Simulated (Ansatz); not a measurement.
# AlH (SMILES [AlH]): wB97M-V/3-21G

Aim: the electronic atomisation energy of AlH at wB97M-V/3-21G, from 3 runs. 

The results are computed with Ansatz 0.2.0.

### 1 The molecule

The species is AlH (2 atoms), meant as a singlet with charge 0. As SMILES, `[AlH]`. The coordinates come from a PBE0-D4/def2-TZVP relaxation.

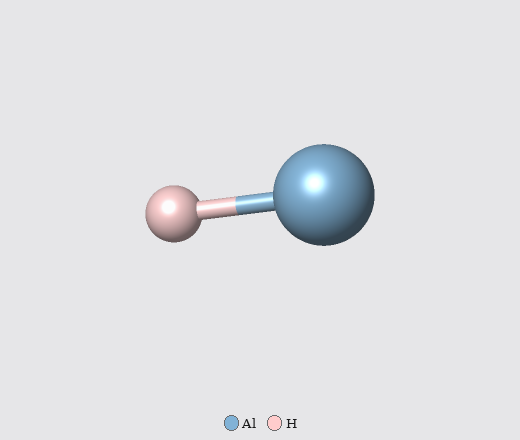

The structure, seen from a chosen angle (aluminium light blue, hydrogen pink).

### 2 The energy at wB97M-V/3-21G

Input file run.yaml:

```yaml
crystal:
  periodic: [false, false, false]
  atoms:
    - {symbol: Al, position_ang: [-0.000000, 0.000000, -0.025640]}
    - {symbol: H, position_ang: [0.000000, -0.000000, 1.639110]}
basis:
  gaussian:
    orbitals: 3-21G.json
hamiltonian:
  xc: {name: wB97M-V}
accuracy: high
```

The basis set 3-21G is read from a file made from the Basis Set Exchange's data (not shown).

On the command line:

```console
$ ansatz run run.yaml --threads 1 --pin off --max-ram 3480MiB --events-out events.jsonl --progress --plain --runs-dir runs
```

What it wrote:

```text
Warning: RAYON_NUM_THREADS=1 ignored (pool sized by the plan → 1); use --threads N
Functional definition: wB97M-V
  name "wB97M-V"
  parameter omega = 0.3/bohr
  parameter cx = 0.15
  parameter cx01 = 1.007
  parameter cx10 = 0.259
  parameter css00 = 0.443
  parameter css04 = -1.437
  parameter css10 = -4.535
  parameter css20 = -3.390
  parameter css43 = 4.278
  parameter cos00 = 1.000
  parameter cos10 = 1.358
  parameter cos20 = 2.924
  parameter cos21 = -8.812
  parameter cos60 = -1.390
  parameter cos61 = 9.142
  parameter b = 6.0
  parameter c = 0.01
  gx(w, u) = 1 - cx + cx01*u + cx10*w
  gss(w, u) = css00 + css04*u^4 + css10*w + css20*w^2 + css43*w^4*u^3
  gos(w, u) = cos00 + cos10*w + (cos20 + cos21*u)*w^2 + (cos60 + cos61*u)*w^6
  exchange = spin_sum(e_x_unif_sr(omega)*gx(b97_w, b97_u_x)) + cx*exact_x_sr(omega) + exact_x_lr(omega)
  correlation = spin_sum(e_c_pw_mod_same_spin*gss(b97_w, b97_u_same))
      + integral(e_c_pw_mod_opposite_spin*gos(b97_w_opposite, b97_u_opposite)) + vv10(b, c)
280 factors; integrals over basis functions are off by at most 2.6e-9 eV
121 factors; integrals over basis functions are off by at most 9.6e-10 eV
mean field evaluation 1: about -6574.2968 eV, gradient 7.4e0 eV
mean field evaluation 2: about -6574.5775 eV, gradient 1.7e0 eV
mean field evaluation 4: about -6574.5895 eV, gradient 2.1e-1 eV
mean field evaluation 8: about -6574.5899 eV, gradient 4.2e-3 eV
mean field evaluation 16: about -6574.5899 eV, gradient 9.8e-9 eV
mean field -6574.58987437 eV, -241.6117214660 hartree, gradient 2.7e-9 eV, S^2 0.000000; 0 other end points of the search recorded, 0 dependent functions left out
reference -6574.58987747 eV, -241.6117215800 hartree; 7, 7 occupied and 8, 8 virtual orbitals, 280 factors
Total energy: -6574.58987747 eV, -241.6117215800 hartree
```

Wall time 4.5 s (1 thread of Arm Neoverse V2, shared host); peak memory 0.17 GiB.

### 3 The Al atom, same level

Input file run.yaml:

```yaml
crystal:
  periodic: [false, false, false]
  atoms:
    - {symbol: Al, position_ang: [0.000000, 0.000000, 0.000000]}
basis:
  gaussian: {orbitals: 3-21G.json}
hamiltonian: {xc: {name: wB97M-V}}
magnetization: {spin_polarized: true, initial_magnetization: 1}
accuracy: high
```

The basis set 3-21G is read from a file made from the Basis Set Exchange's data (not shown).

Run the same way, it converges to -241.01059 Eh (log not shown).

### 4 The H atom at the same level

Input file job.yaml:

```yaml
crystal:
  periodic: [false, false, false]
  atoms:
    - {symbol: H, position_ang: [0.000000, 0.000000, 0.000000]}
basis:
  gaussian: {orbitals: 3-21G.json}
magnetization: {spin_polarized: true, initial_magnetization: 1}
hamiltonian: {xc: {name: wB97M-V}}
accuracy: high
```

The basis set 3-21G is read from a file made from the Basis Set Exchange's data (not shown).

Run the same way, it converges to -0.48621 Eh (log not shown).

### 5 Outcome

At wB97M-V/3-21G:

| quantity | value |
| --- | --- |
| molecule: total energy | -241.61172 Eh |
| Al atom: total energy | -241.01059 Eh |
| Al atom: ⟨S²⟩ | 0.750 |
| H atom: total energy | -0.48621 Eh |
| H atom: ⟨S²⟩ | 0.750 |
| electronic atomisation energy | 3.127 eV |

Taking the molecule apart into free atoms costs 3.13 eV (72 kcal/mol), before zero-point energy and without spin-orbit coupling. The basis has no polarisation functions, which makes bonds too weak.
